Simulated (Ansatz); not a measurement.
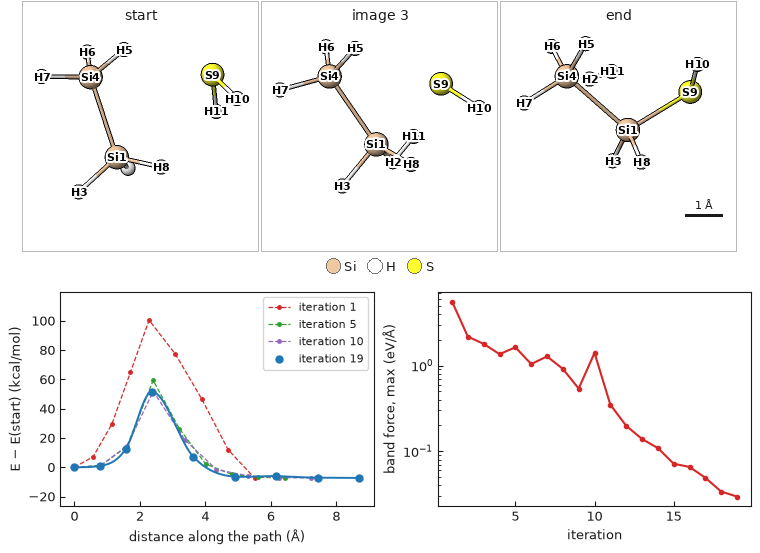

A nudged-elastic-band calculation for Si₂H₈S, made up of Si2H6 and H₂S. Images are numbered from 0 (start) to 8 (end). The plot follows the band through its iterations. Style: ball-and-stick. Shown from a free direction.

The calculation used Ansatz 0.2.0, RKS PBE0-D4/6-31G*. Settings: 7 movable images; climbing image; force threshold 0.03 eV/Å; iteration limit 41; starting path through a guess of the saddle point.

### How did the profile develop, and is the result final?

The run is converged, with reservations. The band converged in 19 iterations. The largest component of the band force went from 5.6 to 0.03 eV/Å. The climbing image converged on the top of the path. Its vibrational analysis gives one imaginary mode (1210i cm⁻¹), as a transition state must have. The first iteration put the highest image at 100.5 kcal/mol. The highest point, image 3, lies 51.6 kcal/mol above the start and 58.8 kcal/mol above the end; the end is at −7.3 kcal/mol relative to the start.

Limits of the set-up: the start holds two separate molecules, 3.0 Å apart at their closest, whose relative position is a soft coordinate.

The run took 7.8 min on 1 thread of Arm Neoverse V2, with other jobs on the host, peak memory 0.15 GiB.
